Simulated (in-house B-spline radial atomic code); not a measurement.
**Hf⁵⁺: binding energies from hole states**

Aim: binding energies of the shells of Hf⁵⁺, from runs with electrons taken out, set against the orbital energies of the parent.

The numbers are computed with in-house B-spline radial atomic code version 1 (Dirac-Hartree-Fock, average of configuration, Fermi nucleus, basis-set limit), except any that are marked as measured or tabulated.

### 1 The atom as given

* element: hafnium (Z = 72)
* charge: +5
* electrons: 67
* configuration: [Xe] 4f13
* Hamiltonian: Dirac-Coulomb
* nucleus: Fermi, rms radius 5.347 fm

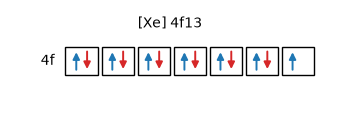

Occupation of the outer shells (arrows by Hund's rule).

The boxes draw the filling by Hund's rule, which heavy ions in jj coupling don't follow; these runs average over all states of the configuration.

Settings of the run:

```ini
Z = 72
electrons = 67.0
configuration = [Xe] 4f13
hamiltonian = dirac
method = hf
spin_polarised = False
nucleus = fermi
rms_radius = 5.347
mass_number = 180
atomic_mass = 179.946559537
speed_of_light = 137.035999084
```

The reference is known from an earlier run: -15083.698980 hartree in all. Up to eight levels, counted from the top:

```csv
orbital,occupation,energy (eV),<r> (bohr)
4p3/2,4,-473.28,0.5057
4d3/2,4,-311.12,0.5273
4d5/2,6,-299.83,0.5384
5s1/2,2,-140.93,1.117
5p1/2,2,-108.41,1.213
5p3/2,4,-99.115,1.295
4f5/2,5.57143,-98.325,0.6278
4f7/2,7.42857,-96.356,0.6368
```

### 2 The 4d3/2 hole

In configurations, a minus sign after the shell means j = l − 1/2 and a plus sign j = l + 1/2; the count of electrons follows.

Settings of the run:

```ini
Z = 72
electrons = 66.0
configuration = 1s2 2s2 2p6 3s2 3p6 3d10 4s2 4p6 4d-3 4d+6 4f13 5s2 5p6
hamiltonian = dirac
method = hf
spin_polarised = False
nucleus = fermi
rms_radius = 5.347
mass_number = 180
atomic_mass = 179.946559537
speed_of_light = 137.035999084
```

### 3 The 4d5/2 hole

Changes to the settings of step 2:

```diff
@@ -2,3 +2,3 @@
 electrons = 66.0
-configuration = 1s2 2s2 2p6 3s2 3p6 3d10 4s2 4p6 4d-3 4d+6 4f13 5s2 5p6
+configuration = 1s2 2s2 2p6 3s2 3p6 3d10 4s2 4p6 4d-4 4d+5 4f13 5s2 5p6
 hamiltonian = dirac
```

### 4 The 4f hole

Changes to the settings of step 3:

```diff
@@ -2,3 +2,3 @@
 electrons = 66.0
-configuration = 1s2 2s2 2p6 3s2 3p6 3d10 4s2 4p6 4d-4 4d+5 4f13 5s2 5p6
+configuration = 1s2 2s2 2p6 3s2 3p6 3d10 4s2 4p6 4d10 4f12 5s2 5p6
 hamiltonian = dirac
```

### 5 The 5s hole

Changes to the settings of step 4:

```diff
@@ -2,3 +2,3 @@
 electrons = 66.0
-configuration = 1s2 2s2 2p6 3s2 3p6 3d10 4s2 4p6 4d10 4f12 5s2 5p6
+configuration = 1s2 2s2 2p6 3s2 3p6 3d10 4s2 4p6 4d10 4f13 5s1 5p6
 hamiltonian = dirac
```

### 6 The 5p1/2 hole

Changes to the settings of step 5:

```diff
@@ -2,3 +2,3 @@
 electrons = 66.0
-configuration = 1s2 2s2 2p6 3s2 3p6 3d10 4s2 4p6 4d10 4f13 5s1 5p6
+configuration = 1s2 2s2 2p6 3s2 3p6 3d10 4s2 4p6 4d10 4f13 5s2 5p-1 5p+4
 hamiltonian = dirac
```

### 7 The 5p3/2 hole

Changes to the settings of step 6:

```diff
@@ -2,3 +2,3 @@
 electrons = 66.0
-configuration = 1s2 2s2 2p6 3s2 3p6 3d10 4s2 4p6 4d10 4f13 5s2 5p-1 5p+4
+configuration = 1s2 2s2 2p6 3s2 3p6 3d10 4s2 4p6 4d10 4f13 5s2 5p-2 5p+3
 hamiltonian = dirac
```

**Question.** What does each hole state cost in eV, and how does that compare with the orbital energies or single holes?

**Answer**, as computed:

| hole | ΔSCF (eV) | with Breit, QED, recoil (eV) | −ε of the parent (eV) | −ε less ΔSCF (eV) |
| --- | --- | --- | --- | --- |
| 4d3/2 | 302.95 | 302.64 | 311.12 | 8.17 |
| 4d5/2 | 292.00 | 291.88 | 299.83 | 7.84 |
| 4f | 90.848 | 91.028 | - | - |
| 5s | 139.85 | 139.58 | 140.93 | 1.08 |
| 5p1/2 | 107.46 | 107.28 | 108.41 | 0.95 |
| 5p3/2 | 98.353 | 98.268 | 99.115 | 0.76 |

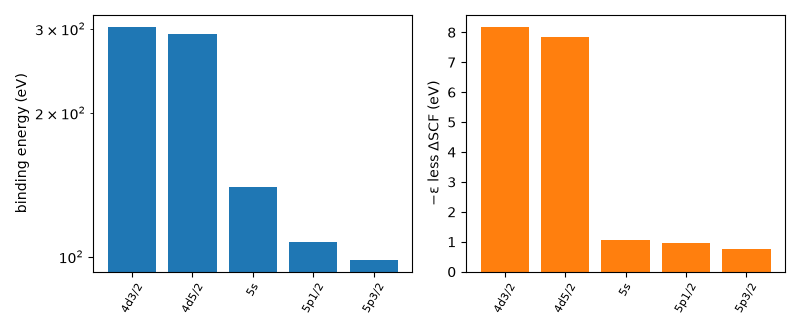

Binding energies (left) and their distance from the parent's orbital energies (right).

Relaxation of the remaining electrons brings each binding energy under −ε, by 8.2 eV for 4d3/2 and 0.76 eV for 5p3/2. A dash stands where an open shell is averaged over j, so that no single parent level belongs to the hole. Values are for the free ion, measured from the vacuum level.
